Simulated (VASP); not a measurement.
Band structure of VSi (relaxed from the wurtzite structure, space group P6_3/mmc). Method: r2SCAN meta-GGA, VASP's PBE PAW potentials (set 64) (plane waves; VASP).

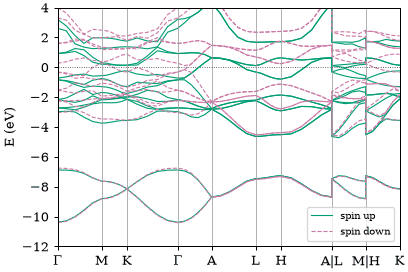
*Bands along high-symmetry lines, zero at the valence-band maximum or, without a gap, the Fermi level*

**Question.** Read the plot: is there a gap, and where are the band edges?

**Answer.** It has no gap at this level: it comes out as a metal or semimetal.

The structure was generated: VSi was put into the wurtzite type (P6_3mc), which need not be its known phase. It was relaxed first, which changed the volume by -37 %. The relaxed cell has space group P6_3/mmc.
